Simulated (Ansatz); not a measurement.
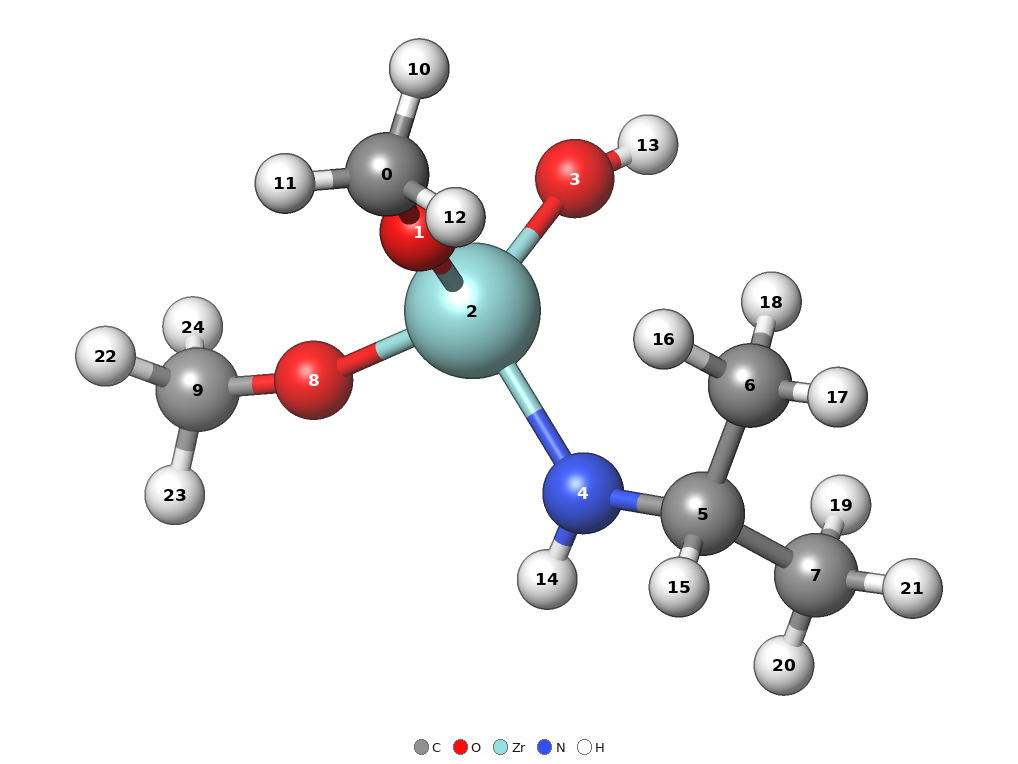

The structure as it stands in the input. Atoms are numbered from 0, in the order of the input.

Ansatz 0.2.0 input:

```yaml
crystal:
  periodic: [false, false, false]
  atoms:
    - {symbol: C, position_ang: [1.147096, 2.730606, 1.661677]}
    - {symbol: O, position_ang: [1.132885, 1.603349, 0.939867]}
    - {symbol: Zr, position_ang: [1.075557, -0.033012, -0.023921]}
    - {symbol: O, position_ang: [1.723738, -1.528256, 1.100099]}
    - {symbol: N, position_ang: [-0.856358, -0.431260, -0.813398]}
    - {symbol: C, position_ang: [-2.109449, -0.466119, -0.099832]}
    - {symbol: C, position_ang: [-1.921813, -0.255289, 1.355806]}
    - {symbol: C, position_ang: [-2.799926, -1.827145, -0.353710]}
    - {symbol: O, position_ang: [2.168452, 0.009347, -1.734587]}
    - {symbol: C, position_ang: [3.148851, 0.152010, -2.606722]}
    - {symbol: H, position_ang: [1.557209, 2.570849, 2.660009]}
    - {symbol: H, position_ang: [1.617235, 3.542448, 1.198010]}
    - {symbol: H, position_ang: [0.074511, 3.009724, 1.958911]}
    - {symbol: H, position_ang: [1.687389, -2.352956, 1.537585]}
    - {symbol: H, position_ang: [-0.956332, -0.548140, -1.812373]}
    - {symbol: H, position_ang: [-2.737006, 0.272172, -0.519627]}
    - {symbol: H, position_ang: [-1.386085, 0.759588, 1.534445]}
    - {symbol: H, position_ang: [-2.813856, -0.291627, 1.898781]}
    - {symbol: H, position_ang: [-1.195862, -1.018099, 1.826590]}
    - {symbol: H, position_ang: [-2.162633, -2.632366, 0.016995]}
    - {symbol: H, position_ang: [-2.913380, -2.025841, -1.393145]}
    - {symbol: H, position_ang: [-3.750748, -1.926010, 0.213633]}
    - {symbol: H, position_ang: [3.657862, 1.175738, -2.566635]}
    - {symbol: H, position_ang: [2.800065, 0.052714, -3.648565]}
    - {symbol: H, position_ang: [3.942035, -0.499271, -2.443276]}
basis:
  gaussian: {orbitals: ANO-RCC-VTZP}
total_charge: 1
magnetization: {spin_polarized: true, initial_magnetization: 1}
hamiltonian: {xc: {name: LC-wPBE}, pseudopotentials: {relativity: scalar}}
output: {forces: true}
```

Command:

```sh
ansatz run in.yaml --threads 4 --pin off --events-out ev --progress --plain --max-ram 66560MiB --backend cuda --devices 0, --max-vram 37GiB
```

Result:

```
Functional definition: LC-wPBE
  name "LC-wPBE"
  cite "Vydrov & Scuseria, J. Chem. Phys. 125, 234109 (2006) doi:10.1063/1.2409292"
  cite "Heyd & Scuseria, J. Chem. Phys. 120, 7274 (2004) doi:10.1063/1.1668634"
  cite "Ernzerhof & Perdew, J. Chem. Phys. 109, 3313 (1998) doi:10.1063/1.476928"
  cite "Perdew, Burke & Ernzerhof, Phys. Rev. Lett. 77, 3865 (1996) doi:10.1103/PhysRevLett.77.3865"
  parent pbe
  parameter omega = 0.4/bohr
  exchange = pbe_x_sr(omega) + exact_x_lr(omega)
  correlation = pbe_c
3386 factors; their error is unknown
1302 factors; integrals over basis functions are off by at most 2.2e-5 eV
mean field evaluation 1: about -110944.9271 eV, gradient 8.3e1 eV
mean field evaluation 2: about -110920.0891 eV, gradient 1.2e2 eV
mean field evaluation 4: about -110969.3258 eV, gradient 4.7e0 eV
mean field evaluation 8: about -110969.4994 eV, gradient 3.2e-1 eV
mean field evaluation 16: about -110969.4272 eV, gradient 7.0e-3 eV
mean field -110969.42715137 eV, -4078.0512300337 hartree, gradient 4.8e-5 eV, S^2 0.755052; 0 other end points of the search recorded, 0 dependent functions left out
the calculation of the forces begins
reference -110969.42715140 eV, -4078.0512300347 hartree; 58, 57 occupied and 490, 491 virtual orbitals, 3386 factors
Total energy: -110969.42715140 eV, -4078.0512300347 hartree
Relativity: scalar
Atom 0 at     1.147096     2.730606     1.661677 Å, force    -2.665421     1.052395     3.395530 eV/Å
Atom 1 at     1.132885     1.603349     0.939867 Å, force    -0.279527    -2.745961    -2.071699 eV/Å
Atom 2 at     1.075557    -0.033012    -0.023921 Å, force     5.238561    -0.495308    -0.256971 eV/Å
Atom 3 at     1.723738    -1.528256     1.100099 Å, force    -1.203186     2.482378    -1.738865 eV/Å
Atom 4 at    -0.856358    -0.431260    -0.813398 Å, force    -2.037827    -0.036253     0.027368 eV/Å
Atom 5 at    -2.109449    -0.466119    -0.099832 Å, force     0.481330    -1.961410    -0.034591 eV/Å
Atom 6 at    -1.921813    -0.255289     1.355806 Å, force     4.195616     1.162884     0.950535 eV/Å
Atom 7 at    -2.799926    -1.827145    -0.353710 Å, force     0.247028    -0.430935     0.952938 eV/Å
Atom 8 at     2.168452     0.009347    -1.734587 Å, force    -4.401072    -0.314464     4.830934 eV/Å
Atom 9 at     3.148851     0.152010    -2.606722 Å, force     1.899312     3.087685    -2.835162 eV/Å
Atom 10 at     1.557209     2.570849     2.660009 Å, force     0.608053    -0.097593    -0.136716 eV/Å
Atom 11 at     1.617235     3.542448     1.198010 Å, force     0.720005     1.144025    -0.861235 eV/Å
Atom 12 at     0.074511     3.009724     1.958911 Å, force     1.246299    -0.032636    -0.831247 eV/Å
Atom 13 at     1.687389    -2.352956     1.537585 Å, force     0.181410    -1.029805     0.614362 eV/Å
Atom 14 at    -0.956332    -0.548140    -1.812373 Å, force    -0.280105    -0.133099    -0.445993 eV/Å
Atom 15 at    -2.737006     0.272172    -0.519627 Å, force    -0.816099     1.138817    -0.706010 eV/Å
Atom 16 at    -1.386085     0.759588     1.534445 Å, force    -1.197047    -1.447209    -0.101538 eV/Å
Atom 17 at    -2.813856    -0.291627     1.898781 Å, force    -1.356405     0.076442     0.773748 eV/Å
Atom 18 at    -1.195862    -1.018099     1.826590 Å, force    -1.230143     0.821955    -0.810446 eV/Å
Atom 19 at    -2.162633    -2.632366     0.016995 Å, force     0.084631     0.105272     0.132096 eV/Å
Atom 20 at    -2.913380    -2.025841    -1.393145 Å, force    -0.541519    -0.009461    -0.864145 eV/Å
Atom 21 at    -3.750748    -1.926010     0.213633 Å, force     0.559678     0.429713    -0.630634 eV/Å
Atom 22 at     3.657862     1.175738    -2.566635 Å, force    -0.875111    -0.976699     0.067218 eV/Å
Atom 23 at     2.800065     0.052714    -3.648565 Å, force     0.056017    -0.139585     0.317648 eV/Å
Atom 24 at     3.942035    -0.499271    -2.443276 Å, force     1.365522    -1.651148     0.262875 eV/Å
Dipole moment:    -1.235524    -0.225480    -0.066994 e Å
```

Self-consistency was reached.
